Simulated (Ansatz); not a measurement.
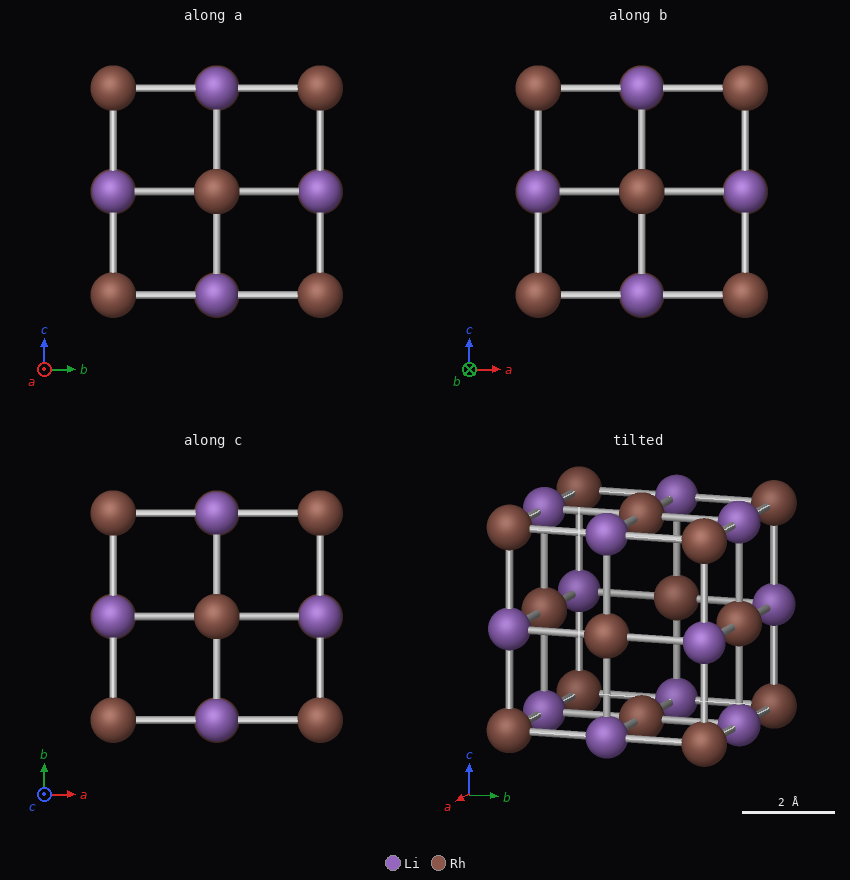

Drawn in the ball-and-stick manner and seen along the a axis, along the b axis, along the c axis and slightly off an axis. The conventional unit cell is outlined; an atom on or near a face, edge or corner is repeated at each equivalent position.

Lattice parameters: a = 4.5302 Å, b = 4.5302 Å, c = 4.5302 Å, α = 90.000°, β = 90.000°, γ = 90.000°.

Q: Express the structure as a CIF with its space group and independent sites.

A:
```cif
data_structure
_symmetry_space_group_name_H-M 'P m -3 m'
_symmetry_Int_Tables_number 221
_cell_length_a 4.5302
_cell_length_b 4.5302
_cell_length_c 4.5302
_cell_angle_alpha 90.000
_cell_angle_beta 90.000
_cell_angle_gamma 90.000
_cell_volume 92.97
loop_
_atom_site_label
_atom_site_type_symbol
_atom_site_symmetry_multiplicity
_atom_site_Wyckoff_symbol
_atom_site_fract_x
_atom_site_fract_y
_atom_site_fract_z
_atom_site_occupancy
Li1 Li 3 d 0.5000 0.0000 0.0000 1
Rh1 Rh 1 a 0.0000 0.0000 0.0000 1
Rh2 Rh 3 c 0.0000 0.5000 0.5000 1
```

It goes back to a random cell made by a generator, so it need not be a real form of the compound. Earlier steps of the study may have refined or changed the cell and positions. It was run through Ansatz as a DFT input.
